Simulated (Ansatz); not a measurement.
Species, as SMILES: F[Si]F (closed-shell singlet).
Geometry (B3LYP-D3(BJ)/def2-TZVP, fixed):
```xyz
3

Si     0.0153     0.0127     0.5768
F      1.0240    -0.6902    -0.4611
F     -1.0478     0.6704    -0.4362
```

Basis-set convergence of the dipole moment at HF with Ansatz (a program for electronic structure). Dipoles come from the density behind the forces; the sign is taken along the dipole that this method gives in the largest set. Cartesian d functions, on some or all atoms, in 6-311G**; all else is spherical. The program fits the integrals of some runs and decomposes those of others, by size. A restricted Hartree-Fock determinant is unstable towards unrestricted orbitals. No added dispersion term, no relativity. Reference: the value in aug-pcseg-3, 1.240 D. Deviations are taken from unrounded values.

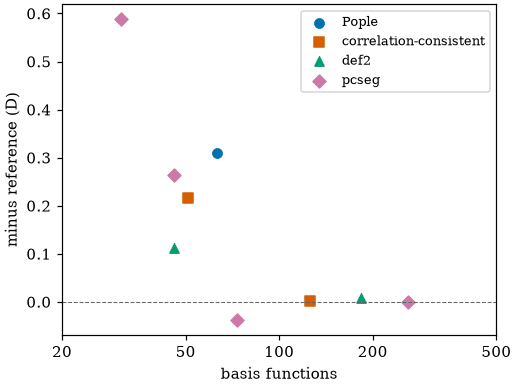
Fig. 1. Deviation from the reference against the number of basis functions, by family of sets.

```
basis            functions  dipole moment (D)  minus reference (D)
---------------  ---------  -----------------  -------------------
pcseg-0                 31              1.827                0.588
def2-SVP                46              1.352                0.112
pcseg-1                 46              1.503                0.263
cc-pV(D+d)Z             51              1.456                0.216
6-311G**                63              1.549                0.309
aug-pcseg-1             73              1.203               -0.037
jun-cc-pV(T+d)Z        126              1.242                0.002
def2-QZVPP             184              1.248                0.008
aug-pcseg-3            259              1.240                0.000
```
